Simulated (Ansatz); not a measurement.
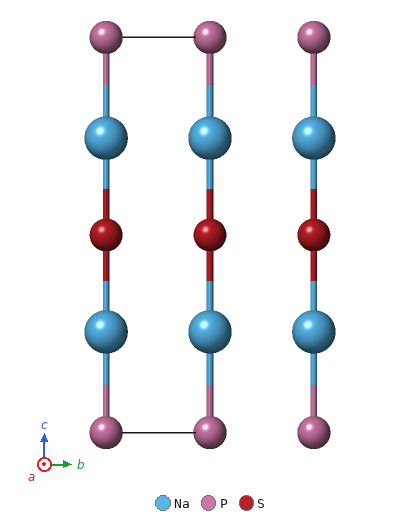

The picture looks along a close-packed row of the hexagonal mesh; c points upwards. Every atom sits on one of the three columns of the mesh; call them A, B, C in the order in which they first turn up. The sequence starts with the first layer at or above the cell's origin.

Na₂PS (space group P6/mmm, No. 191). Coordinates: the geometry relaxed with DFT PBE, scalar-relativistic, plane waves, PAW (Ansatz 0.2.0); the starting structure was generated, so it need not be a known form of this composition.

### List the layers of one repeat.

P(A) – Na(A) – S(A) – Na(A) (four layers in 10.45 Å).

Heights of the layers:

```
layer  atoms (column)  height (Å)  to next (Å)
    1            P(A)        0.00         2.66
    2           Na(A)        2.66         2.56
    3            S(A)        5.22         2.56
    4           Na(A)        7.78         2.66
```
